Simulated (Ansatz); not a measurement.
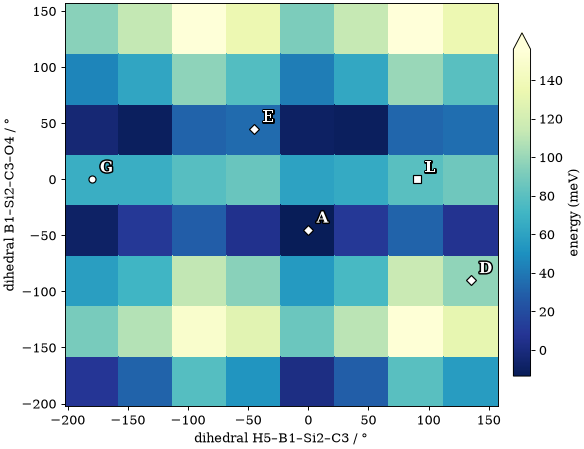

CH₇BOSi, SMILES B[SiH2]CO. 
- Coordinates scanned: (1) dihedral H5–B1–Si2–C3; (2) dihedral B1–Si2–C3–O4.
- Nothing is relaxed (all other coordinates rigid).
- Grid: 8 × 8 points.
- Points are written as (first, second).
- Energies are in meV, from the relaxed molecule at the same level.
- Energies and slopes of some neighbouring points disagree (a jump in structure or state, or too coarse a mesh).
- Level of theory: RKS PBE-D4/def2-SVP (Ansatz).

In the figure: one coloured cell a grid point, one colour for all values above the top of the scale, lettered points.

### Rank the lettered points by energy, lowest first.

A (−14 meV), E (34 meV), G (67 meV), L (80 meV), D (97 meV).
